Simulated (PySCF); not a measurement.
C$_{7}$H$_{8}$Cl$_{2}$O

```xyz
18

C     2.6020   -0.8348    0.8697
C     1.4132   -0.6938    0.2672
C     0.7116    0.5717    0.0846
C     1.3820    1.7931    0.6334
O     2.1223    2.5148    0.0619
Cl    0.9923    2.0369    2.3594
C    -0.4791    0.7002   -0.5387
Cl   -1.2203    2.2708   -0.6107
C    -1.3052   -0.3843   -1.1505
C    -2.5322   -0.7403   -0.3153
H     3.1543    0.0143    1.2817
H     3.0605   -1.8201    0.9733
H     0.9074   -1.5842   -0.1147
H    -0.6786   -1.2733   -1.3091
H    -1.6195   -0.0430   -2.1505
H    -2.2380   -1.1276    0.6715
H    -3.1355   -1.5077   -0.8219
H    -3.1669    0.1436   -0.1565
```

Geometry: PBE0-D3(BJ)/def2-SVP.

Method: PBE0/pcSseg-1, SCF density, gas phase, non-relativistic (PySCF).

What can the converged electron density and electron localisation function tell about the bonding?

Answer. C–C (1.34 Å): ρ is about 2.3 e/Å³ halfway; the ELF peaks at about 0.95 between the atoms; a short, multiple covalent bond.
C–Cl (1.74 Å): the density is about 1.4 e/Å³ at the midpoint; the ELF peaks at about 0.90 between the atoms: localised, covalent bonding.
C–H (1.09 Å): ρ is about 2 e/Å³ halfway; the ELF climbs to about 1 towards the hydrogen, as it does in any bond to H (a covalent bond by its length).
C–C (1.46 Å): ρ is about 1.8 e/Å³ halfway; the ELF peaks at about 0.95 between the atoms (localised, covalent bonding).

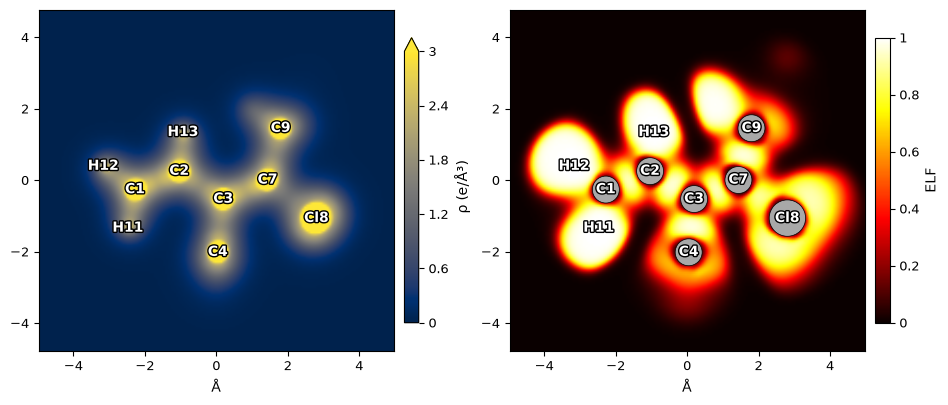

Computed electron density and electron localisation function on the plane of atoms C3, C2 and H13, in this order. Grey discs cover the atomic cores in the ELF map. 
